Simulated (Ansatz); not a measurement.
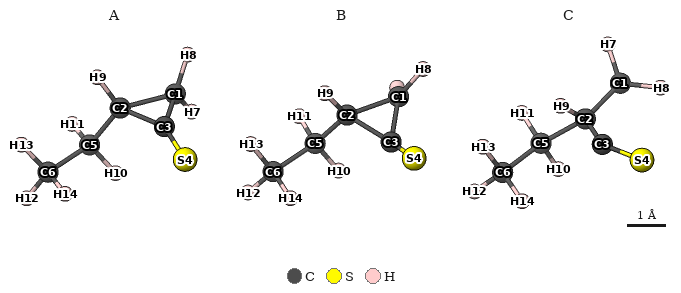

3 geometries from a converged minimum-energy path of C$_{5}$H$_{8}$S, shuffled. Style: ball-and-stick. Shown from a free direction.

Computed with RKS PBE-D4/STO-3G in Ansatz 0.2.0. Settings: 5 movable images; climbing image; force threshold 0.05 eV/Å; iteration limit 60; starting path through a guess of the saddle point.

**Which frame is the top of the path?**

C. In order along the path, whose images run from 0 to 6: C (image 3, +3.92 eV), B (image 5, +1.32 eV), A (image 6, +0.20 eV). Breaking: C3–H9 (1.12 → 1.52 at the top → 2.24 Å). Forming: C1–C3 (2.50 → 2.46 at the top → 1.51 Å), C2–H9 (2.18 → 1.30 at the top → 1.11 Å).

Limits of the set-up: STO-3G is a minimal basis, so the numbers are rough.

Cost: 6.7 min on 1 thread of Arm Neoverse V1, on a shared host, peak memory 0.1 GiB.
